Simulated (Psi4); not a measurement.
**InCNClF (SMILES N#[C][In]([F])[Cl]) at TPSSh/def2-SVP (core potential)**

Aim: the energy change on altering one bond length of InCNClF at TPSSh/def2-SVP (core potential), from 2 runs. 

The calculation is run with Psi4 1.11.

3 further runs of the same task are left out: 2 that didn't finish, 1 set aside as unsound or not needed.

## 1. Starting point

InCNClF: 5 atoms, total charge 0, spin state singlet. SMILES: `N#[C][In]([F])[Cl]`. The coordinates come from a PBE0-D4/def2-TZVP relaxation.

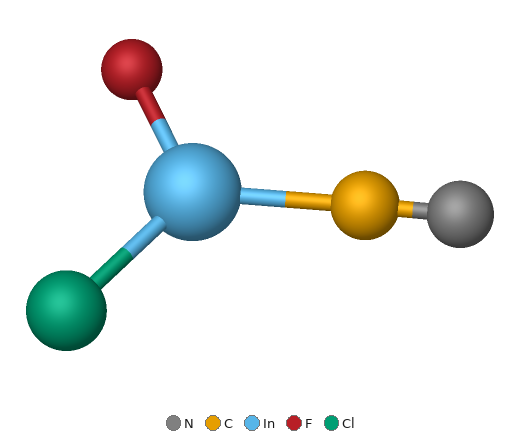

Viewed from a chosen angle; nitrogen grey, carbon amber, indium blue, fluorine red, chlorine teal.

## 2. The energy at TPSSh/def2-SVP (core potential)

Input file cclfinn.inp:

```
memory 2200 MB

molecule geom {
  N     -1.392600     1.451400     1.648800
  C     -0.781900     0.784400     0.934900
  In     0.330400    -0.389600    -0.376400
  F      0.434400    -2.280900    -0.039700
  Cl     1.459700     0.361000    -2.209100
  units angstrom
  symmetry c1
}

set {
  basis                def2-SVP
  puream               true
  e_convergence        1e-09
  d_convergence        1e-08
  scf_type             pk
  dft_radial_points    99
  dft_spherical_points 590
}

e_tot, wfn = energy("tpssh", return_wfn=True)
oeprop(wfn, "QUADRUPOLE", "LOWDIN_CHARGES", "MAYER_INDICES")
print_variables()
```

Started as:

```
psi4 cclfinn.inp cclfinn.out -n 1
```

cclfinn.out:

```text
[...]
    !!!  WARNING: ECP capability is in beta. Please check occupations closely.  !!!
[...]
  Running in c1 symmetry.
[...]
  Nuclear repulsion =  275.341192797407359
[...]
  Multiplicity = 1
[...]
  Nalpha       = 30
  Nbeta        = 30
[...]
    Number of basis functions: 86
[...]
   @RKS iter   1:  -842.51618238127901   -1.25405e+00   7.80810e-03 DIIS/ADIIS
[...]
   @RKS iter  12:  -842.72901285975388   -6.02540e-12   4.80834e-09 DIIS
[...]
    Orbital Energies [Eh]
    ---------------------
    Doubly Occupied:
       1A   -101.374964     2A    -24.578368     3A    -14.289601
       4A    -10.174579     5A     -9.400771     6A     -7.154233
       7A     -7.147504     8A     -7.146688     9A     -4.683804
      10A     -3.105749    11A     -3.097190    12A     -3.095158
      13A     -1.090151    14A     -0.895523    15A     -0.847256
      16A     -0.816400    17A     -0.812579    18A     -0.810673
      19A     -0.802837    20A     -0.772952    21A     -0.514439
      22A     -0.423235    23A     -0.388714    24A     -0.370467
      25A     -0.366335    26A     -0.357118    27A     -0.353895
      28A     -0.348320    29A     -0.336526    30A     -0.329621
[...]
  @RKS Final Energy:  -842.72901285975388
   => Energetics <=
    Nuclear Repulsion Energy =            275.3411927974073592
    One-Electron Energy =               -1782.6338028989512168
    Two-Electron Energy =                 725.7673917052501338
    DFT Exchange-Correlation Energy =     -61.2037944634600990
    Empirical Dispersion Energy =           0.0000000000000000
    VV10 Nonlocal Energy =                  0.0000000000000000
    Total Energy =                       -842.7290128597538796
[...]
 Multipole Moments:
 ------------------------------------------------------------------------------------
     Multipole            Electronic (a.u.)      Nuclear  (a.u.)        Total (a.u.)
 ------------------------------------------------------------------------------------
 L = 1.  Multiply by 2.5417464519 to convert [e a0] to [Debye]
 Dipole X            :         -0.0155521            0.3220593            0.3065071
 Dipole Y            :        -12.0508632           12.0493539           -0.0015093
 Dipole Z            :          3.1376820           -3.5816097           -0.4439278
 Magnitude           :                                                    0.5394634
 L = 2.  Multiply by 1.3450342976 to convert [e a0^2] to [Debye ang]
 Quadrupole XX       :       -216.8984019          178.3746138          -38.5237882
 Quadrupole XY       :         66.3877868          -63.3750899            3.0126969
[...]
```

It took 16 s on 1 thread of Intel Xeon 6975P-C (Granite Rapids), shared host; peak memory 0.92 GiB.

## 3. The distorted shape: energy and gradient at TPSSh/def2-SVP (core potential)

Input file calc.in:

```
memory 2200 MB

molecule mol {
  N     -1.575799     1.651488     1.862957
  C     -0.781900     0.784400     0.934900
  In     0.330400    -0.389600    -0.376400
  F      0.434400    -2.280900    -0.039700
  Cl     1.459700     0.361000    -2.209100
  symmetry c1
  no_reorient
  no_com
}

set puream true
set e_convergence 1e-09
set d_convergence 1e-08
set scf_type pk
set dft_radial_points 99
set dft_spherical_points 590

e_tot = gradient('tpssh/def2-SVP')
```

Started as:

```
psi4 calc.in calc.out -n 1
```

calc.out, cut to the lines that bear on the results:

```text
[...]
    !!!  WARNING: ECP capability is in beta. Please check occupations closely.  !!!
[...]
  Running in c1 symmetry.
[...]
  Nuclear repulsion =  267.285799018435910
[...]
  Multiplicity = 1
[...]
  Nalpha       = 30
  Nbeta        = 30
[...]
    Number of basis functions: 86
[...]
   @RKS iter   1:  -842.45081838927240   -1.52657e+00   6.90121e-03 DIIS/ADIIS
[...]
   @RKS iter  13:  -842.60363806264331   -2.50111e-12   5.11146e-09 DIIS
[...]
  @RKS Final Energy:  -842.60363806264331
   => Energetics <=
    Nuclear Repulsion Energy =            267.2857990184359096
    One-Electron Energy =               -1766.4252724736388700
    Two-Electron Energy =                 717.5031795443247802
    DFT Exchange-Correlation Energy =     -60.9673441517651895
    Empirical Dispersion Energy =           0.0000000000000000
    VV10 Nonlocal Energy =                  0.0000000000000000
    Total Energy =                       -842.6036380626433129
[...]
 Multipole Moments:
 ------------------------------------------------------------------------------------
     Multipole            Electronic (a.u.)      Nuclear  (a.u.)        Total (a.u.)
 ------------------------------------------------------------------------------------
 L = 1.  Multiply by 2.5417464519 to convert [e a0] to [Debye]
 Dipole X            :        -37.3911559           37.6828529            0.2916970
 Dipole Y            :         11.9332581          -11.9163937            0.0168643
 Dipole Z            :         50.9096806          -51.3368687           -0.4271882
 Magnitude           :                                                    0.5175532
[...]
  -Total Gradient:
     Atom            X                  Y                   Z
    ------   -----------------  -----------------  -----------------
       1       -0.148564552093     0.162318802052     0.173653856916
       2        0.154169499301    -0.168878039243    -0.180097710720
       3        0.001520327642    -0.000498770689    -0.002073252901
       4       -0.000567468386     0.012061604864    -0.002289371765
       5       -0.006535743005    -0.005093134898     0.010797228401
[...]
```

Run time: 19 s. Hardware: 1 thread of Intel Xeon 6975P-C (Granite Rapids), shared host; peak memory 1.5 GiB.

## 4. What came out

Level: TPSSh/def2-SVP (core potential).

| quantity | value |
| --- | --- |
| first shape: total energy | -842.72901 Eh |
| first shape: dipole moment | 1.37 D |
| first shape: HOMO energy | -8.97 eV |
| first shape: LUMO energy | -2.97 eV |
| first shape: HOMO–LUMO gap | 6.00 eV |
| distorted shape: total energy | -842.60364 Eh |
| distorted shape: dipole moment | 1.32 D |
| distorted shape: HOMO energy | -8.27 eV |
| distorted shape: LUMO energy | -3.77 eV |
| distorted shape: HOMO–LUMO gap | 4.50 eV |
| distorted shape: largest force on an atom | 14.968 eV/Å |
| energy change with the N1–C2 bond stretched from 1.152 to 1.498 Å | 3.412 eV |

In words: With the N1–C2 bond stretched from 1.152 to 1.498 Å the energy rises by 3.41 eV (79 kcal/mol). The first shape isn't relaxed at this level, so the change isn't measured from a minimum.
